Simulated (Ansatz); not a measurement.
# CH₆ClFSi₂: from a rough start to a stationary point

The task is to find a stationary geometry of CH₆ClFSi₂, then compute its harmonic vibrations to see whether it is a minimum and to get the zero-point energy and entropy, and look at its orbitals and charge.

Computed with Ansatz 0.2.0, Gaussian basis. Level: RKS PBE0-D4/def2-TZVP.

The runs, in order: relaxation at PBE-D4/def2-SVP; relaxation at PBE0-D4/def2-TZVP; harmonic vibrations at the same level; a single point in def2-TZVPP for the fields.

### Step 1. The system as given

SMILES `C[SiH](Cl)[SiH2]F`, 11 atoms, charge 0, spin multiplicity 1.

Atoms are counted from 1 here; the program's logs count them from 0.

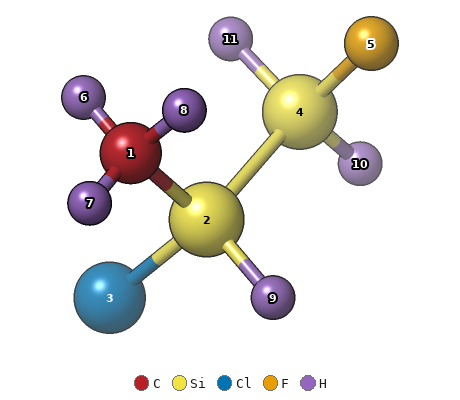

Start geometry, drawn with carbon red, silicon yellow, chlorine blue, fluorine amber, hydrogen purple; atoms are numbered from 1 in the order of the file.

Coordinates:

```xyz
11

C    -1.16060   -0.82240    0.90140
Si    0.43340    0.03880    0.71170
Cl    1.86640   -1.30770    1.20970
Si    0.78620    0.78570   -1.46110
F    -0.46210    1.78750   -1.87000
H    -1.30650   -1.62060    0.21660
H    -1.33400   -1.13670    1.91550
H    -1.98650   -0.06680    0.65620
H     0.55840    1.18120    1.72700
H     2.01680    1.47560   -1.60310
H     0.65390   -0.37160   -2.38340
```

The start is a force-field geometry with small random shifts, so a cheaper pass at PBE-D4/def2-SVP comes first.

### Step 2. Relaxation at PBE-D4/def2-SVP (cheap first pass)

The input, in.yaml:

```yaml
crystal:
  periodic: [false, false, false]
  atoms:
    - {symbol: C, position_ang: [-1.160600, -0.822400, 0.901400]}
    - {symbol: Si, position_ang: [0.433400, 0.038800, 0.711700]}
    - {symbol: Cl, position_ang: [1.866400, -1.307700, 1.209700]}
    - {symbol: Si, position_ang: [0.786200, 0.785700, -1.461100]}
    - {symbol: F, position_ang: [-0.462100, 1.787500, -1.870000]}
    - {symbol: H, position_ang: [-1.306500, -1.620600, 0.216600]}
    - {symbol: H, position_ang: [-1.334000, -1.136700, 1.915500]}
    - {symbol: H, position_ang: [-1.986500, -0.066800, 0.656200]}
    - {symbol: H, position_ang: [0.558400, 1.181200, 1.727000]}
    - {symbol: H, position_ang: [2.016800, 1.475600, -1.603100]}
    - {symbol: H, position_ang: [0.653900, -0.371600, -2.383400]}
basis:
  gaussian: {orbitals: def2-SVP}
hamiltonian: {xc: pbe, dispersion: d4}
relax: {f_tol: 0.03, max_steps: 200}
```

Launch:

```bash
> ansatz run in.yaml --threads 4 --pin off --events-out ev --progress --plain --max-ram 10444MiB
```

The program printed, cut to the lines that bear on the results:

```text
Functional definition: PBE
  name "PBE"
  cite "Perdew, Burke & Ernzerhof, Phys. Rev. Lett. 77, 3865 (1996) doi:10.1103/PhysRevLett.77.3865"
  parent pbe
[...]
1241 factors; their error is unknown
[...]
mean field -32102.76333655 eV, -1179.7547925837 hartree, gradient 4.5e-5 eV, S^2 0.000000; 0 other end points of the search recorded, 0 dependent functions left out
[...]
reference -32102.76337345 eV, -1179.7547939399 hartree; 33, 33 occupied and 79, 79 virtual orbitals, 1241 factors
relax step   1: F+E_penalty+E_count = -32103.03940446 eV  Δ(F+E_penalty+E_count) = +0.000e0 eV  max|allowed force component| = 2.165e0 eV/Å  Δτ_max = 0.0000 Å  (27 SCF iters, accepted)
[...]
relax step   6: F+E_penalty+E_count = -32103.33867153 eV  Δ(F+E_penalty+E_count) = -1.170e-3 eV  max|allowed force component| = 1.437e-2 eV/Å  Δτ_max = 0.0369 Å  (29 SCF iters, accepted)
[...]
relax step   7: F+E_penalty+E_count = -32103.33892551 eV  Δ(F+E_penalty+E_count) = -2.540e-4 eV  max|allowed force component| = 1.400e-2 eV/Å  Δτ_max = 0.0346 Å  (29 SCF iters, accepted)
1241 factors; their error is unknown
[...]
mean field -32103.06711443 eV, -1179.7659562147 hartree, gradient 1.8e-5 eV, S^2 0.000000; 1 other end points of the search recorded, 0 dependent functions left out
[...]
reference -32103.06715213 eV, -1179.7659576004 hartree; 33, 33 occupied and 79, 79 virtual orbitals, 1241 factors
Total energy: -32103.33896321 eV, -1179.7759464734 hartree
Atom 0 at    -1.258797    -0.801516     0.946258 Å, force     0.003616    -0.008382     0.008225 eV/Å
Atom 1 at     0.394188     0.069157     0.731580 Å, force    -0.007204     0.013903     0.006448 eV/Å
Atom 2 at     1.966352    -1.291581     1.052484 Å, force    -0.001737     0.005207    -0.005664 eV/Å
Atom 3 at     0.779200     0.789552    -1.472047 Å, force     0.005295    -0.010486    -0.013998 eV/Å
Atom 4 at    -0.415395     1.825835    -1.943218 Å, force     0.004928    -0.005559     0.009454 eV/Å
Atom 5 at    -1.344538    -1.657067     0.247387 Å, force    -0.004540     0.000440    -0.002060 eV/Å
Atom 6 at    -1.370339    -1.180105     1.982296 Å, force    -0.002570     0.001687    -0.003098 eV/Å
Atom 7 at    -2.086917    -0.092248     0.738656 Å, force     0.005270     0.001256     0.000134 eV/Å
Atom 8 at     0.542255     1.183154     1.732488 Å, force    -0.001419    -0.004474    -0.001813 eV/Å
Atom 9 at     2.099618     1.497545    -1.600274 Å, force     0.000508     0.003516     0.003529 eV/Å
Atom 10 at     0.759772    -0.399726    -2.395110 Å, force    -0.002148     0.002891    -0.001156 eV/Å
Dipole moment:    -0.201095    -0.077235     0.110305 e Å
```

Wall time 11 s (4 threads of Arm Neoverse V1, shared host).

Relaxation path:

| step | energy from step 1 (eV) | largest force component (eV/Å) |
| --- | --- | --- |
| 1 | 0.0000 | 2.1648 |
| 2 | -0.2564 | 0.6645 |
| 3 | -0.2923 | 0.2574 |
| 4 | -0.2967 | 0.0973 |
| 5 | -0.2981 | 0.0573 |
| 6 | -0.2993 | 0.0144 |
| 7 | -0.2995 | 0.0140 |

The force was under the threshold of 0.03 eV/Å already at step 6, but the program went on to step 7.

Close pairs (by a distance rule), those that changed most:

| bond | before (Å) | after (Å) | change (Å) |
| --- | --- | --- | --- |
| Si4–H10 | 1.418 | 1.504 | +0.086 |
| Si2–Cl3 | 2.028 | 2.104 | +0.075 |
| C1–Si2 | 1.822 | 1.881 | +0.059 |
| C1–H6 | 1.062 | 1.108 | +0.046 |
| C1–H8 | 1.146 | 1.110 | -0.036 |
| C1–H7 | 1.076 | 1.109 | +0.033 |
| Si2–H9 | 1.533 | 1.505 | -0.029 |
| Si2–Si4 | 2.325 | 2.350 | +0.026 |

### Step 3. Relaxation at PBE0-D4/def2-TZVP

The input, in.yaml:

```yaml
crystal:
  periodic: [false, false, false]
  atoms:
    - {symbol: C, position_ang: [-1.258797, -0.801516, 0.946258]}
    - {symbol: Si, position_ang: [0.394188, 0.069157, 0.731580]}
    - {symbol: Cl, position_ang: [1.966352, -1.291581, 1.052484]}
    - {symbol: Si, position_ang: [0.779200, 0.789552, -1.472047]}
    - {symbol: F, position_ang: [-0.415395, 1.825835, -1.943218]}
    - {symbol: H, position_ang: [-1.344538, -1.657067, 0.247387]}
    - {symbol: H, position_ang: [-1.370339, -1.180105, 1.982296]}
    - {symbol: H, position_ang: [-2.086917, -0.092248, 0.738656]}
    - {symbol: H, position_ang: [0.542255, 1.183154, 1.732488]}
    - {symbol: H, position_ang: [2.099618, 1.497545, -1.600274]}
    - {symbol: H, position_ang: [0.759772, -0.399726, -2.395110]}
basis:
  gaussian: {orbitals: def2-TZVP}
hamiltonian: {xc: pbe0, dispersion: d4}
relax: {f_tol: 0.005, max_steps: 150}
```

Launched as before.

The program printed, cut to the lines that bear on the results:

```text
Functional definition: PBE0
  name "PBE0"
  cite "Adamo & Barone, J. Chem. Phys. 110, 6158 (1999) doi:10.1063/1.478522"
  cite "Perdew, Burke & Ernzerhof, Phys. Rev. Lett. 77, 3865 (1996) doi:10.1103/PhysRevLett.77.3865"
  parent pbe
[...]
1404 factors; their error is unknown
[...]
mean field -32120.69973418 eV, -1180.4139430390 hartree, gradient 3.7e-5 eV, S^2 0.000000; 0 other end points of the search recorded, 0 dependent functions left out
[...]
reference -32120.69976908 eV, -1180.4139443216 hartree; 33, 33 occupied and 176, 176 virtual orbitals, 1404 factors
relax step   1: F+E_penalty+E_count = -32120.93344539 eV  Δ(F+E_penalty+E_count) = +0.000e0 eV  max|allowed force component| = 8.869e-1 eV/Å  Δτ_max = 0.0000 Å  (27 SCF iters, accepted)
[...]
Atom 1 at     0.385555     0.059396     0.720619 Å, force     0.002029    -0.000301     0.003072 eV/Å
Atom 2 at     1.932089    -1.274989     1.074834 Å, force    -0.004319     0.002081    -0.000742 eV/Å
Atom 3 at     0.773844     0.786310    -1.474452 Å, force    -0.000547    -0.000781    -0.000173 eV/Å
Atom 4 at    -0.383555     1.806302    -1.931557 Å, force     0.000184     0.000128     0.000212 eV/Å
Atom 5 at    -1.345530    -1.643587     0.258829 Å, force     0.000353     0.000113     0.000441 eV/Å
Atom 6 at    -1.348949    -1.174061     1.968573 Å, force     0.001095     0.000015     0.000141 eV/Å
Atom 7 at    -2.066629    -0.101258     0.752709 Å, force     0.000274     0.001205    -0.000637 eV/Å
Atom 8 at     0.535498     1.166211     1.701316 Å, force     0.000807     0.000276    -0.001156 eV/Å
Atom 9 at     2.077088     1.489686    -1.588050 Å, force     0.000016    -0.000042     0.000539 eV/Å
Atom 10 at     0.755302    -0.369577    -2.409125 Å, force    -0.000112     0.000225    -0.000568 eV/Å
Dipole moment:    -0.205560    -0.074050     0.095456 e Å
```

It took 37 s on 4 threads of Arm Neoverse V1, shared host; peak memory 0.61 GiB.

Step by step:

| step | energy from step 1 (eV) | largest force component (eV/Å) |
| --- | --- | --- |
| 1 | 0.0000 | 0.8869 |
| 2 | -0.0492 | 0.5130 |
| 3 | -0.0603 | 0.1101 |
| 4 | -0.0622 | 0.0430 |
| 5 | -0.0625 | 0.0116 |
| 6 | -0.0625 | 0.0059 |
| 7 | -0.0626 | 0.0058 |
| 8 | -0.0626 | 0.0043 |

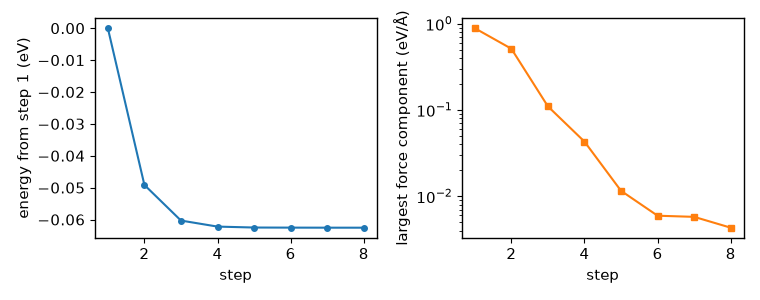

Energy and largest force along the relaxation.

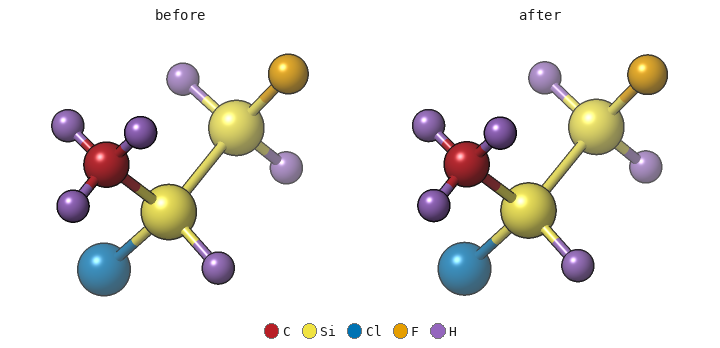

Before and after, at one scale.

Distances of close pairs at the start and the end, largest changes first:

| bond | before (Å) | after (Å) | change (Å) |
| --- | --- | --- | --- |
| Si4–F5 | 1.650 | 1.609 | -0.041 |
| Si2–Cl3 | 2.104 | 2.073 | -0.031 |
| C1–Si2 | 1.881 | 1.861 | -0.019 |
| Si4–H11 | 1.506 | 1.487 | -0.019 |
| Si2–H9 | 1.505 | 1.486 | -0.019 |
| Si4–H10 | 1.504 | 1.485 | -0.018 |
| C1–H7 | 1.109 | 1.092 | -0.017 |
| C1–H8 | 1.110 | 1.094 | -0.016 |

Mulliken charges at the end point, from the run's report:

| atom | value (e) |
| --- | --- |
| C1 | -0.49 |
| Si2 | 0.29 |
| Cl3 | -0.26 |
| Si4 | 0.39 |
| F5 | -0.32 |
| H6 | 0.15 |
| H7 | 0.15 |
| H8 | 0.15 |
| H9 | -0.01 |
| H10 | -0.02 |
| H11 | -0.03 |

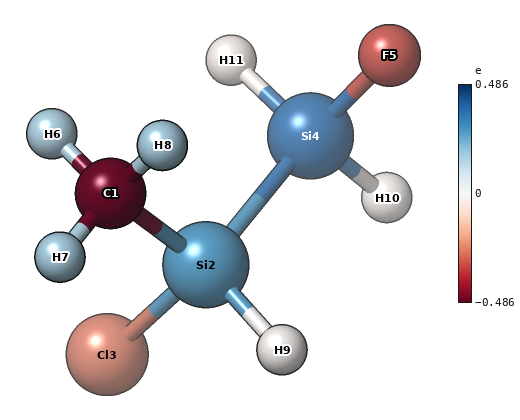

Mulliken charges at the end point, from the run's report, as colours on the atoms.

### Step 4. Vibrations by finite differences

The input, in.yaml:

```yaml
crystal:
  periodic: [false, false, false]
  atoms:
    - {symbol: C, position_ang: [-1.249313, -0.801434, 0.946803]}
    - {symbol: Si, position_ang: [0.385555, 0.059396, 0.720619]}
    - {symbol: Cl, position_ang: [1.932089, -1.274989, 1.074834]}
    - {symbol: Si, position_ang: [0.773844, 0.786310, -1.474452]}
    - {symbol: F, position_ang: [-0.383555, 1.806302, -1.931557]}
    - {symbol: H, position_ang: [-1.345530, -1.643587, 0.258829]}
    - {symbol: H, position_ang: [-1.348949, -1.174061, 1.968573]}
    - {symbol: H, position_ang: [-2.066629, -0.101258, 0.752709]}
    - {symbol: H, position_ang: [0.535498, 1.166211, 1.701316]}
    - {symbol: H, position_ang: [2.077088, 1.489686, -1.588050]}
    - {symbol: H, position_ang: [0.755302, -0.369577, -2.409125]}
basis:
  gaussian: {orbitals: def2-TZVP}
hamiltonian: {xc: pbe0, dispersion: d4}
phonons: {temperatures: {t_min: 298.15, t_max: 900, t_step: 200}}
```

Launched as before.

The program printed, cut to the lines that bear on the results:

```text
Functional definition: PBE0
  name "PBE0"
  cite "Adamo & Barone, J. Chem. Phys. 110, 6158 (1999) doi:10.1063/1.478522"
  cite "Perdew, Burke & Ernzerhof, Phys. Rev. Lett. 77, 3865 (1996) doi:10.1103/PhysRevLett.77.3865"
  parent pbe
[...]
1404 factors; their error is unknown
[...]
mean field -32120.76125645 eV, -1180.4162039406 hartree, gradient 3.2e-5 eV, S^2 0.000000; 0 other end points of the search recorded, 0 dependent functions left out
[...]
reference -32120.76129110 eV, -1180.4162052140 hartree; 33, 33 occupied and 176, 176 virtual orbitals, 1404 factors
[...]
1404 factors; their error is unknown
mean field -32120.76110065 eV, -1180.4161982151 hartree, gradient 2.3e-6 eV, S^2 0.000000; 0 other end points of the search recorded, 0 dependent functions left out
[...]
reference -32120.76113530 eV, -1180.4161994885 hartree; 33, 33 occupied and 176, 176 virtual orbitals, 1404 factors
[...]
Atom 4 at    -0.383555     1.806302    -1.931557 Å, force     0.000193     0.000124     0.000224 eV/Å
Atom 5 at    -1.345530    -1.643587     0.258829 Å, force     0.000350     0.000105     0.000431 eV/Å
Atom 6 at    -1.348949    -1.174061     1.968573 Å, force     0.001081     0.000001     0.000146 eV/Å
Atom 7 at    -2.066629    -0.101258     0.752709 Å, force     0.000291     0.001211    -0.000657 eV/Å
Atom 8 at     0.535498     1.166211     1.701316 Å, force     0.000808     0.000280    -0.001158 eV/Å
Atom 9 at     2.077088     1.489686    -1.588050 Å, force     0.000013    -0.000041     0.000518 eV/Å
Atom 10 at     0.755302    -0.369577    -2.409125 Å, force    -0.000118     0.000228    -0.000567 eV/Å
Dipole moment:    -0.205561    -0.074052     0.095457 e Å
Vibrations: 46.77 76.16 147.21 161.63 184.01 215.48 428.35 481.72 524.11 665.76 711.09 732.29 745.42 797.43 846.82 876.42 913.68 945.13 1275.56 1440.98 1446.76 2218.61 2222.27 2235.32 3051.28 3137.09 3147.68 cm⁻¹, zero-point energy 1.839616 eV
```

Run time: 3.8 min. Hardware: 4 threads of Arm Neoverse V1, shared host; peak memory 0.61 GiB.

Motions are named by where the mode's potential energy lies. Wavenumbers, unscaled:

| mode | cm⁻¹ | motion |
| --- | --- | --- |
| 1 | 47 | torsion |
| 2 | 76 | bend with torsion |
| 3 | 147 | bend with torsion |
| 4 | 162 | torsion |
| 5 | 184 | bend with torsion |
| 6 | 215 | bend with torsion |
| 7 | 428 | Si–Si stretch |
| 8 | 482 | bend with torsion |
| 9 | 524 | Si–Cl stretch |
| 10 | 666 | bend with wag or twist |
| 11 | 711 | bend with wag or twist |
| 12 | 732 | bend with wag or twist |
| 13 | 745 | Si–C stretch with bend |
| 14 | 797 | bend with wag or twist |
| 15 | 847 | Si–F stretch with bend |
| 16 | 876 | bend with wag or twist |
| 17 | 914 | bend with wag or twist |
| 18 | 945 | bend with wag or twist |
| 19 | 1276 | bend |
| 20 | 1441 | bend |
| 21 | 1447 | bend |
| 22 | 2219 | Si–H stretch |
| 23 | 2222 | Si–H stretch |
| 24 | 2235 | Si–H stretch |
| 25 | 3051 | C–H stretch |
| 26 | 3137 | C–H stretch |
| 27 | 3148 | C–H stretch |

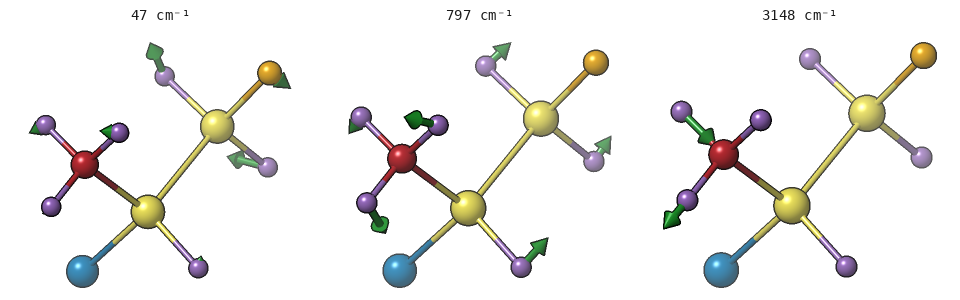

Displacements of 3 modes, as arrows.

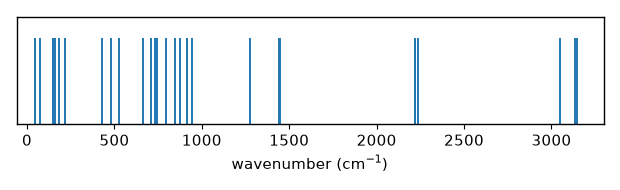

The harmonic wavenumbers as sticks (no intensities were computed).

Ideal gas, rigid rotor and harmonic oscillator at 298.15 K and 1 bar, with symmetry number 1:

| term | value |
| --- | --- |
| zero-point energy | 177.5 kJ/mol |
| H(298) − E | 201.9 kJ/mol |
| entropy, translation | 169.4 J/(mol K) |
| entropy, rotation | 119.5 J/(mol K) |
| entropy, vibration | 94.7 J/(mol K) |
| entropy, total | 383.7 J/(mol K) |

### Step 5. Fields at the relaxed geometry

Changes to in.yaml since step 4:

```diff
@@ -15,4 +15,4 @@
 basis:
-  gaussian: {orbitals: def2-TZVP}
+  gaussian: {orbitals: def2-TZVPP}
 hamiltonian: {xc: pbe0, dispersion: d4}
-phonons: {temperatures: {t_min: 298.15, t_max: 900, t_step: 200}}
+output: {orbitals: {seedname: orbitals}}
```

Launched as before.

The program printed:

```text
Functional definition: PBE0
  name "PBE0"
  cite "Adamo & Barone, J. Chem. Phys. 110, 6158 (1999) doi:10.1063/1.478522"
  cite "Perdew, Burke & Ernzerhof, Phys. Rev. Lett. 77, 3865 (1996) doi:10.1103/PhysRevLett.77.3865"
  parent pbe
  parameter a = 0.25
  parameter kappa = 0.804
  parameter beta = 0.06672455060314922
  exchange = (1 - a)*pbe_x(kappa = kappa, mu = beta*pi^2/3) + a*exact_x
  correlation = pbe_c(beta = beta)
1597 factors; their error is unknown
mean field evaluation 1: about -32114.5807 eV, gradient 5.6e1 eV
mean field evaluation 2: about -32110.5567 eV, gradient 7.0e1 eV
mean field evaluation 4: about -32120.7164 eV, gradient 3.5e0 eV
mean field evaluation 8: about -32120.7378 eV, gradient 3.9e-2 eV
mean field evaluation 16: about -32120.8080 eV, gradient 2.5e-5 eV
mean field -32120.80800987 eV, -1180.4179220970 hartree, gradient 2.5e-5 eV, S^2 0.000000; 0 other end points of the search recorded, 0 dependent functions left out
reference -32120.80804453 eV, -1180.4179233707 hartree; 33, 33 occupied and 239, 239 virtual orbitals, 1597 factors
Total energy: -32121.04278289 eV, -1180.4265498463 hartree
```

Wall time 4.8 s (4 threads of Arm Neoverse V1, shared host); peak memory 0.82 GiB.

Orbitals, density, ELF and potential are computed afterwards from the orbital file.

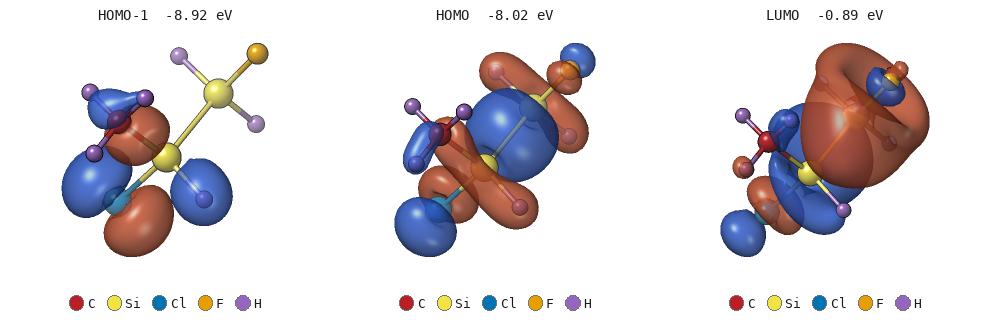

PBE0-D4/def2-TZVPP orbitals near the gap, drawn at the value that encloses 70 % of each; the two colours are the two signs.

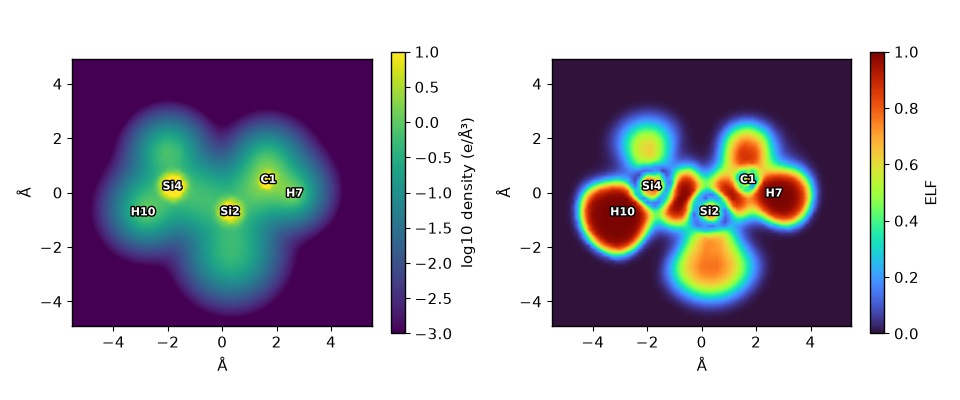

Density (left) and ELF (right) in a plane through or near 5 of the atoms.

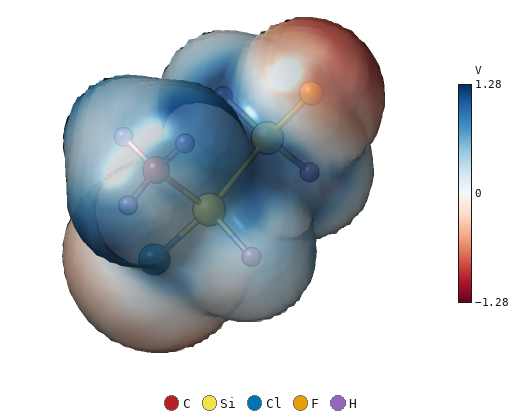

Electrostatic potential on the surface of density 0.002 e/bohr³; red is low, blue high. It runs from -0.81 V near F5 to 1.28 V near Si4.

### Step 6. What came out

```
                  quantity            value
               point group               C1
                     steps            7 + 8
shift from the start (rms)          0.090 Å
              total energy   -32120.9960 eV
           dispersion term         -235 meV
             dipole moment           1.15 D
lowest, highest wavenumber    47, 3148 cm⁻¹
         zero-point energy     177.5 kJ/mol
       entropy at 298.15 K  383.7 J/(mol K)
                HOMO, LUMO  -8.02, -0.89 eV
```

The relaxed geometry lies 0.09 Å (rms) from the start; the bond that changed most is Si4–H10, from 1.418 to 1.485 Å. No mode is imaginary: a true minimum at this level. The stiffest mode, 3148 cm⁻¹, is a C–H stretch, and 5 modes under 200 cm⁻¹ make the vibrational entropy uncertain. Harmonic hybrid wavenumbers usually lie a few per cent above measured fundamentals. The largest Mulliken charge, -0.49 e, sits on C1. The HOMO lies mostly on Si2, Si4 about 22 % each; Cl3 22 % and the LUMO on Si2, Si4 about 20 % each; F5 14 %.
